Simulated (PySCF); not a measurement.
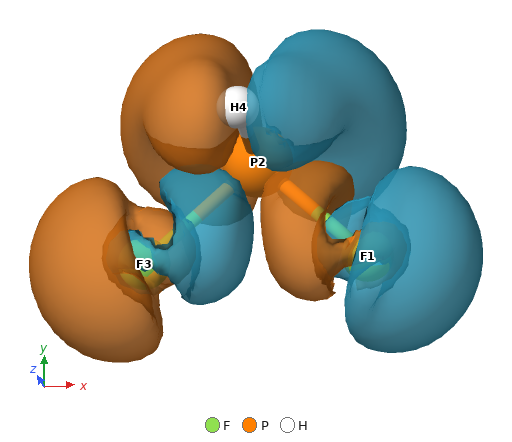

Figure 1: F2HP, SMILES `FPF`. Change of the electron density in a uniform field of 0.21 V/Å, surfaces at ±0.001 e/Å³ (light blue: gain, orange: loss).

Level of theory: PBE0/def2-TZVP (PySCF), at a geometry from GFN2-xTB. No frequency check shows the geometry to be a minimum. A basis without diffuse functions makes polarisabilities too small. GFN2-xTB bond lengths at metals and heavier atoms can be off by up to 0.1 Å and shapes distorted, which carries into these values.

The field was applied in both directions; the picture shows the one opposite to the script's first.

Q: Along which Cartesian direction does the field point?

A: Along −x: electrons gather on the +x side, against the field.

Q: How large is the response?

A: The induced dipole is 0.24 D (along the field); α along this axis, from the fields in both directions, is 24 bohr³ (3.5 Å³).
